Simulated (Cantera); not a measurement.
Charge: 1 mol K2CO3, 0.052 mol H2, 0.79 mol C, held at 1.10 bar.

Method: chemical equilibrium by Gibbs-energy minimisation in Cantera with the NASA 1993 tables (ideal gas, pure condensed phases). Candidate condensed phases: C, C6H6, C7H8, C8H18, H2O, K, KOH, KO2, K2CO3, K2O, K2O2; 116 gas species. Kinetics and transport are ignored.

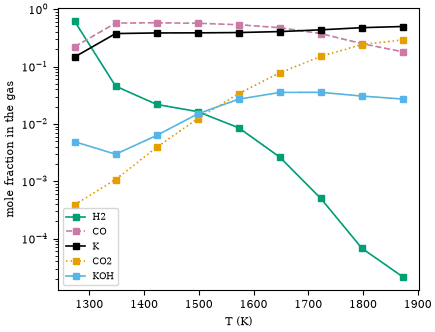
Equilibrium gas composition (values under 1e-9 drawn at 1e-9)

From 1273 K to 1348 K the condensed part is C(graphite) + K2CO3(l). From 1423 K to 1798 K the condensed part is K2CO3(l). At 1873 K nothing is condensed. The main K-bearing gas is K throughout. The share of K in condensed phases is highest at 1273 K (99.4 %) and lowest at 1873 K (0.0 %).
